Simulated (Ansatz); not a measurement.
## Convergence study of the plane-wave cutoff for ScSi2Ni2 (I4mm, 5 atoms in the cell)

```
CELL_PARAMETERS angstrom
     -1.89698     1.89698     4.73090
      1.89698    -1.89698     4.73090
      1.89698     1.89698    -4.73090
ATOMIC_POSITIONS crystal
  Sc 0.00528 0.00528 0.00000
  Si 0.62206 0.62206 0.00000
  Si 0.37794 0.37794 0.00000
  Ni 0.25000 0.75000 0.50000
  Ni 0.75000 0.25000 0.50000
```

Method of the run: PBEsol, default PAW files made with PBE (plane waves; Ansatz, a quantum-chemistry and plane-wave program).

Base settings: basis.ecutwfc = 30.9 Ry; kpoints.mp_grid.grid = 8 8 8; hamiltonian.xc = pbesol; hamiltonian.pseudopotentials = {kind: paw} (the program's default PAW files); scf.occupations.method = fermi_dirac; scf.occupations.width = 0.0073 Ry.

The second cell is the first with its lattice scaled by 0.98.

The mesh stays at the base's, so the ladder's end is converged at best in this setting alone.

The first pressure column holds Ansatz's estimate of the finite-basis (Pulay) stress, which hides part of the cutoff error; the other is without it.

Only quantities that move along the ladder and can be compared are tabulated.

The count of work is k-points × plane waves × bands × iterations; it is no time. 

The starting cell comes from a database of computed structures (which also holds hypothetical and non-ambient phases and stackings), without a prior relaxation at this level. Its lattice was rescaled by up to half a per cent. One atom was moved a little off its site on purpose. Spin polarisation is off.

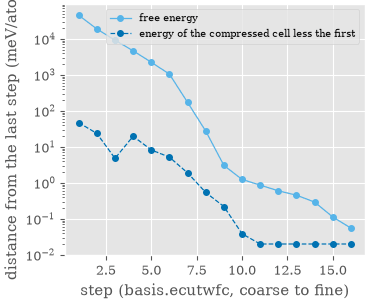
*Distance from the last step along the ladder; very small values are drawn at a floor.*

```tsv
basis.ecutwfc	free energy less the last step's (meV/atom)	energy of the compressed cell less the first (meV/atom)	pressure (GPa)	pressure without the Pulay estimate (GPa)	largest difference of a force vector from the last step's (eV/Å)	count of work / last
10.7 Ry	45507.12	70.68	-4.91	-1876.73	1.989	0.096
12.5 Ry	18908.08	-0.21	1.34	-889.68	1.068	0.086
14 Ry	9230.59	28.26	6.88	-481.46	0.433	0.11
15.4 Ry	4678.66	43.11	4.42	-270.55	0.311	0.11
16.9 Ry	2244.52	31.70	1.32	-145.89	0.091	0.13
18.4 Ry	1052.74	28.62	0.54	-77.59	0.029	0.14
21.7 Ry	171.95	25.35	-0.08	-17.37	0.041	0.16
24.6 Ry	27.48	23.99	-0.34	-3.95	0.020	0.19
27.9 Ry	3.05	23.67	-0.47	-0.83	0.003	0.23
30.9 Ry	1.25	23.49	-0.50	-0.55	0.000	0.27
33.8 Ry	0.87	23.47	-0.51	-0.54	0.000	0.31
37.1 Ry	0.60	23.47	-0.51	-0.52	0.000	0.35
41.5 Ry	0.45	23.46	-0.51	-0.52	0.000	0.43
46.3 Ry	0.29	23.46	-0.51	-0.52	0.000	0.49
54 Ry	0.11	23.46	-0.51	-0.51	0.000	0.62
61.7 Ry	0.06	23.45	-0.51	-0.51	0.000	0.76
74.2 Ry	0.00	23.45	-0.51	-0.51	0.000	1.0
```

Coarsest basis.ecutwfc that holds the free energy within 5 meV/atom of the last step, with all finer ones: 27.9 Ry, at 0.23 of the last step's count of work; the step before is off by 27 meV/atom.

Coarsest basis.ecutwfc that holds the forces within 0.005 eV/Å of the last step, with all finer ones: 27.9 Ry, at 0.23 of the last step's count of work; the step before is off by 0.020 eV/Å.

Coarsest basis.ecutwfc that holds the pressure within 0.5 GPa of the last step, with all finer ones: 21.7 Ry, at 0.16 of the last step's count of work; the step before is off by 1.1 GPa.

The energy difference between the two cells stays within 1 meV/atom of the last step's from 24.6 Ry on, the total only from 33.8 Ry on: much of the error is common to both cells and cancels.

At the lowest cutoff the pressure without the Pulay estimate lies 1880 GPa under the last step's, the usual sign of Pulay stress in an incomplete plane-wave basis.

Keys are those of Ansatz 0.2.
